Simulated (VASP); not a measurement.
Band structure of TiPN₃ (space group Amm2). Method: LDA (Ceperley-Alder, Perdew-Zunger) with spin-orbit coupling, VASP's LDA PAW potentials (set 64) (plane waves; VASP).

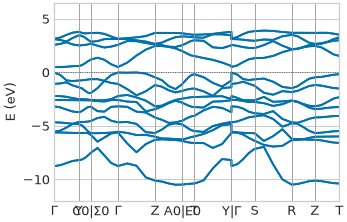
*Bands along high-symmetry lines, zero at the valence-band maximum or, without a gap, the Fermi level*

**Question.** Read the plot: is there a gap, and where are the band edges?

**Answer.** The gap is indirect, 0.50 eV, from the valence maximum at (0.29, 0.00, 0.00) to the conduction minimum at Γ.

The structure comes from a computed database's TiPN3 entry (Amm2); how it stands against other phases isn't given here. It was relaxed first.
